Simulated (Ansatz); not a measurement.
```
atom    x (Å)    y (Å)    z (Å)
  Ge  -0.2470  -0.6467  -0.1663
  Cl  -0.5914  -0.4616   1.9680
  Cl   1.8715  -0.9619  -0.5114
   H  -0.6488   0.6731  -0.8354
   H  -0.9927  -1.8918  -0.6624
   P   2.2974   3.0330   1.6130
   H   2.6905   1.9410   0.7781
   H   1.4665   3.6117   0.6018
   H   1.2182   2.2945   2.1904
```

The calculation used RKS B3LYP/def2-SVP (Ansatz).

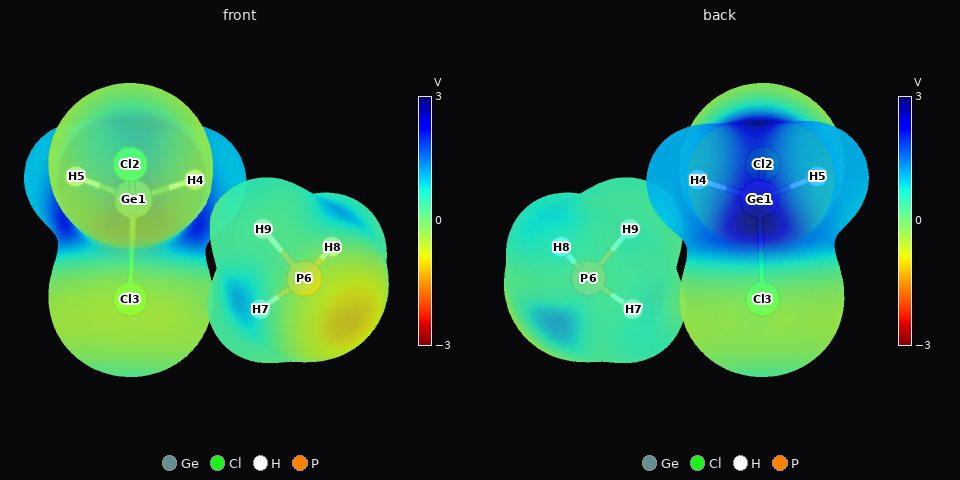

Cl2GeH2···PH3. The molecular electrostatic potential painted on the density surface at 0.004 e/bohr³, seen from the front and from behind; red is negative and blue positive.

Where is the surface potential most negative and most positive?

Answer. The most negative region (about −1.1 V, or −25 kcal/mol for a unit charge) lies over P6, the most positive (about +2.8 V, or +65 kcal/mol for a unit charge) over Ge1. Cl2 shows a σ-hole: about +0.3 V at the tip opposite its bond, against about −0.2 V on its flanks. Cl3 shows a σ-hole: about +0.3 V at the tip opposite its bond, against about −0.2 V on its flanks.
